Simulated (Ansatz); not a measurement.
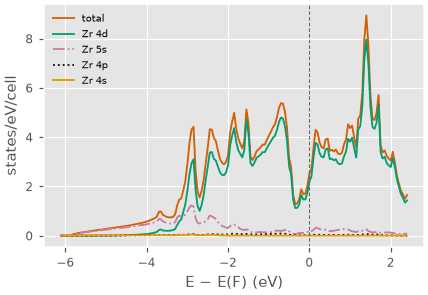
Figure: Total and projected density of states of Zr in space group P6/mmm (No. 191; Zr on 1a, Zr on 2d), the program Ansatz at the r²SCAN level (PAW)

**Question.** Which orbitals carry the states next to the Fermi level?

**Answer.** Within 0.5 eV of the Fermi level: Zr 4d 88 %, Zr 5s 7 %. Projections are on Löwdin-orthogonalised atomic valence shells; empty p or d shells of many metals are not among them.

**Question.** Where is the tallest occupied peak in this window, and what makes it?

**Answer.** Near -0.7 eV, about 5.4 states/eV per cell; the largest projected share is Zr 4d.

This is a known high-pressure phase of the composition, computed here at zero pressure and temperature. The cell was relaxed with r²SCAN under the symmetry of its start; its stability against distortions is not shown here. No spin polarisation was allowed. Scalar-relativistic: spin–orbit coupling is off unless named, which matters more the heavier the elements.

Potentials: the earlier of the program's two PAW sets.
